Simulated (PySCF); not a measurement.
Excited-state calculation, with input and output: Si₈H₄O₁₂F₄

- system: Si₈H₄O₁₂F₄
- method: TDA CAM-B3LYP/def2-SVP, vertical, gas phase, core orbitals frozen in the response, virtual orbitals cut by energy (PySCF 2.14.0)

The geometry comes from this level: GFN2-xTB.

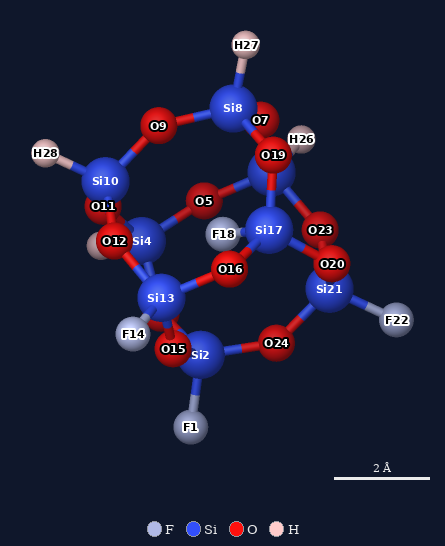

Fig. 1: The structure as given in the input (ball-and-stick view, seen at a tilt; atoms are numbered from 1 in the order of the input). Bond lengths as drawn: F–Si 1.58 to 1.62 Å, H–Si 1.44 Å and O–Si 1.59 to 1.66 Å.

**Input file**
```
{"job": {"kind": "uv", "basis": "def2-SVP", "grid": 1, "kgrid": 0, "vcut": 1.5, "nstates": 6, "ntriplets": 2, "tda": true, "delta": ["ip_vertical"], "pop": true, "xc": "CAM-B3LYP"}, "charge": 0, "multiplicity": 1}
F      0.523568     2.885340    -2.963047
Si     0.301076     1.828395    -1.801050
O      0.838100     0.414312    -2.330989
Si     1.039054    -1.154014    -1.936158
O     -0.391098    -1.864931    -1.645485
Si    -1.708490    -1.885839    -0.706494
O     -1.306372    -2.250956     0.833042
Si    -0.437322    -1.798618     2.123729
O      1.149791    -1.687070     1.816275
Si     2.288502    -0.969086     0.892444
O      2.044559    -1.307414    -0.670897
O      2.408241     0.651099     1.109392
Si     1.606424     2.031979     0.951052
F      2.510482     3.209936     1.495195
O      1.185848     2.386111    -0.563325
O      0.272102     2.014993     1.896031
Si    -0.829641     0.903313     1.555231
F     -0.149766     0.160335     0.282022
O     -0.970037    -0.297393     2.593346
O     -2.189884     1.451090     0.910597
Si    -2.439586     1.103963    -0.667790
F     -3.831180     1.755584    -1.042037
O     -2.542663    -0.484534    -0.870391
O     -1.301252     1.814898    -1.559235
H      1.642267    -1.799343    -3.074046
H     -2.600492    -2.920520    -1.160762
H     -0.683854    -2.667714     3.238727
H      3.559082    -1.507502     1.303151
```

The first line tells a small driver script what to run in PySCF; the rest is the geometry in Å.

Command:
```bash
OMP_NUM_THREADS=2 python <driver script> task.json out
```

**Log**
```
start: PBE on a coarse grid of 30976 points
cycle   1  E = -3615.5728478528  dE =  5.996e+00  |g| = 2.702e+00  |ddm| = 7.004e+00
cycle   2  E = -3612.5393231229  dE =  3.034e+00  |g| = 4.815e+00  |ddm| = 5.789e+00
cycle   3  E = -3616.8542760513  dE = -4.315e+00  |g| = 4.030e-01  |ddm| = 4.116e+00
cycle   4  E = -3616.8764975270  dE = -2.222e-02  |g| = 2.100e-01  |ddm| = 4.407e-01
cycle   5  E = -3616.8834318422  dE = -6.934e-03  |g| = 3.478e-02  |ddm| = 1.455e-01
cycle   6  E = -3616.8836476644  dE = -2.158e-04  |g| = 1.751e-02  |ddm| = 4.691e-02
cycle   7  E = -3616.8837056347  dE = -5.797e-05  |g| = 3.356e-03  |ddm| = 1.411e-02
final grid: 132185 points
cycle   8  E = -3619.8383645457  dE = -1.772e-02  |g| = 1.715e-01  |ddm| = 4.569e-01
cycle   9  E = -3619.8375338393  dE =  8.307e-04  |g| = 1.831e-01  |ddm| = 2.363e-01
cycle  10  E = -3619.8432995800  dE = -5.766e-03  |g| = 1.220e-02  |ddm| = 1.268e-01
cycle  11  E = -3619.8433228824  dE = -2.330e-05  |g| = 6.182e-03  |ddm| = 1.089e-02
cycle  12  E = -3619.8433264111  dE = -3.529e-06  |g| = 1.253e-03  |ddm| = 4.733e-03
cycle  13  E = -3619.8433295361  dE = -3.125e-06  |g| = 1.729e-04  |ddm| = 1.271e-03
cycle  14  E = -3619.8433274504  dE =  2.086e-06  |g| = 1.072e-04  |ddm| = 2.166e-04
cycle  15  E = -3619.8433273939  dE =  5.646e-08  |g| = 1.392e-05  |ddm| = 8.871e-05
converged SCF energy = -3619.8433273939
Vertical ionisation energy (delta-SCF) = 11.8534 eV   <S^2> = 0.755

Static polarisability (au): isotropic 133.531, principal 126.555 136.824 137.215

Singlet excitations
state   eV       nm        f      main configurations
  1   9.2552    134.0   0.00027   H->L 0.59, H-4->L 0.19
  2   9.7503    127.2   0.00173   H->L+1 0.39, H-4->L 0.21, H->L 0.13
  3  10.0582    123.3   0.00452   H-3->L 0.31, H-5->L 0.21, H-11->L 0.10
  4  10.1046    122.7   0.00194   H-6->L 0.37, H-8->L 0.22
  5  10.1535    122.1   0.05065   H-4->L 0.23, H->L+1 0.14, H-4->L+1 0.12
  6  10.2501    121.0   0.07291   H-1->L 0.46, H-1->L+1 0.09

Triplet excitations (Tamm-Dancoff, eV): 8.8910 9.4056
```

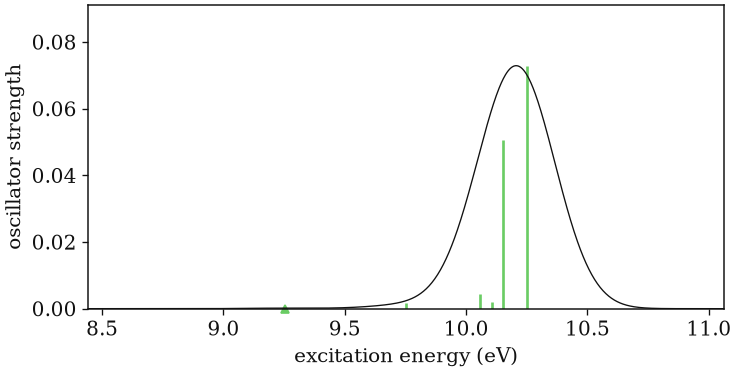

Fig. 2: Computed excitations as sticks (degenerate states added up, dark ones marked on the axis), with a Gaussian envelope of 0.35 eV full width at half maximum, scaled to the tallest. Of the 6 states the lowest lies at 9.26 eV (f = 0.000); the strongest line is at 10.25 eV, or 121 nm (f = 0.073).

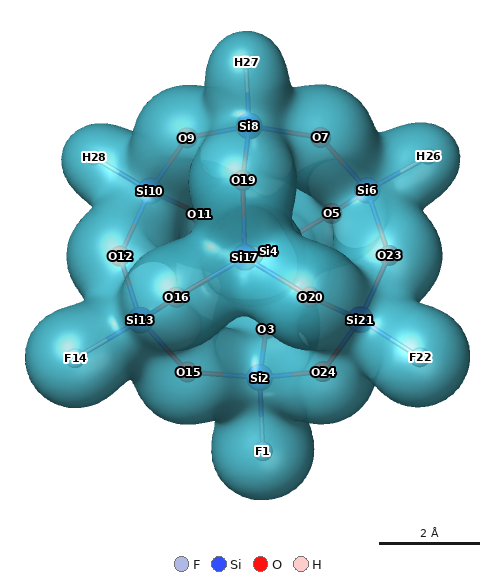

Fig. 3: Isosurface of the electron density at 0.2 e/Å³ (cyan), seen face on. At this value the surface is in one piece. On the grid the lowest density along these lines, outside the cores, is 0.94 e/Å³ (Si–F, 1.58 Å), 1.1 e/Å³ (Si–O, 1.59 Å), 0.87 e/Å³ (Si–H, 1.44 Å) and 0.82 e/Å³ (Si–F, 1.62 Å).

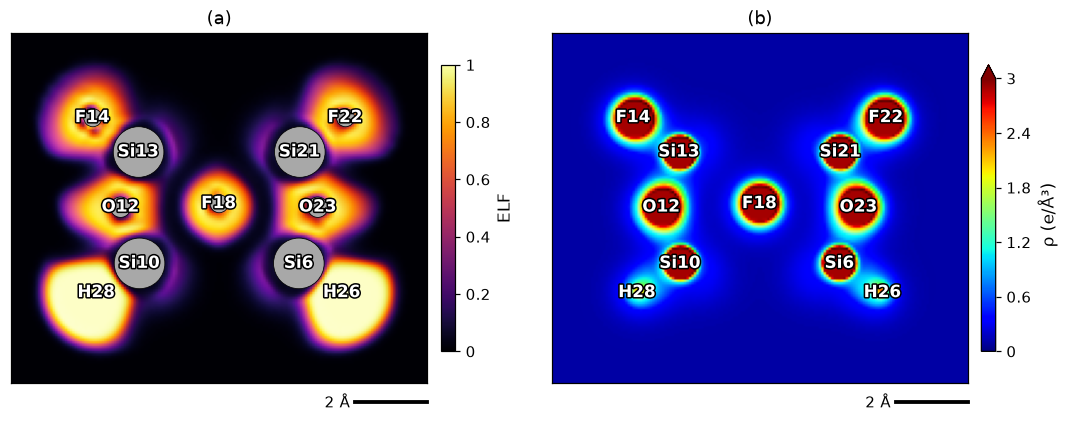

Fig. 4: (a) electron localisation function; (b) total electron density on the plane of atoms Si10, O12 and Si13. Grey discs, where drawn, cover atomic cores. The section cuts through Si, O, F and H sites. Si–O (1.60 Å): ρ at the midpoint is about 1.2 e/Å³; the ELF peaks at about 0.85 between the atoms. Si–H (1.44 Å): ρ is about 0.86 e/Å³ halfway; the ELF climbs to about 1 towards the hydrogen, as it does in any bond to H. Si–O (1.64 Å): ρ is about 1.1 e/Å³ halfway; the ELF peaks at about 0.90 between the atoms.

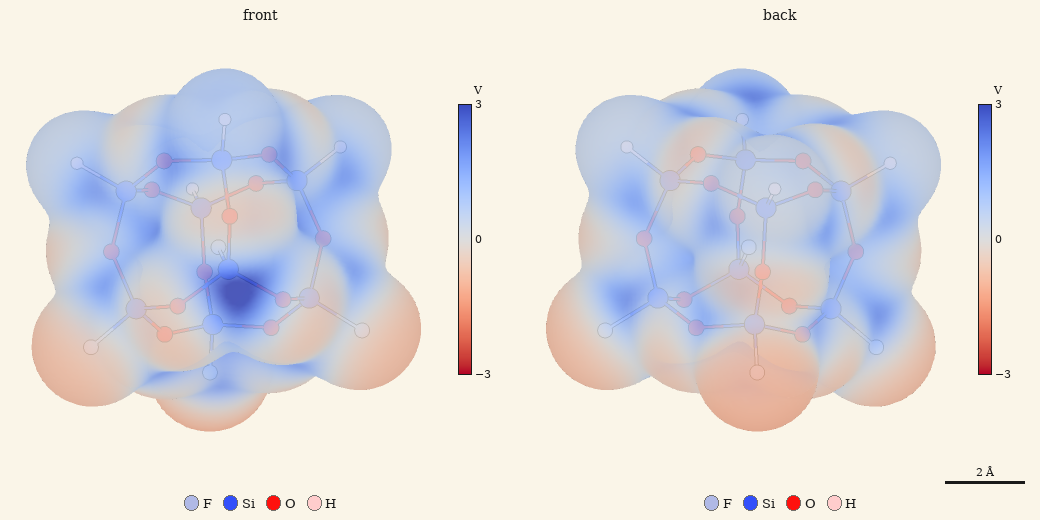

Fig. 5: The electrostatic potential painted on the density surface at 0.002 e/bohr³, seen at a tilt and from behind; red is negative and blue positive. A positive charge is drawn to the negative regions and a negative charge to the positive ones. Its dipole moment is 3.75 D.

**Results in brief**

| quantity | value |
| --- | --- |
| outcome | converged |
| total energy | −3619.843327 hartree |
| HOMO | −11.21 eV |
| LUMO | 1.09 eV |
| dipole moment | 3.75 D |
| mean polarisability | 133.53 a.u. |
| vertical ionisation energy | 11.85 eV |
| lowest singlet excitation | 9.26 eV |
| hardware | 2 CPU threads, shared host |
| wall time | 6 min (CPU time 11 min) |
| peak memory | 1.6 GiB |
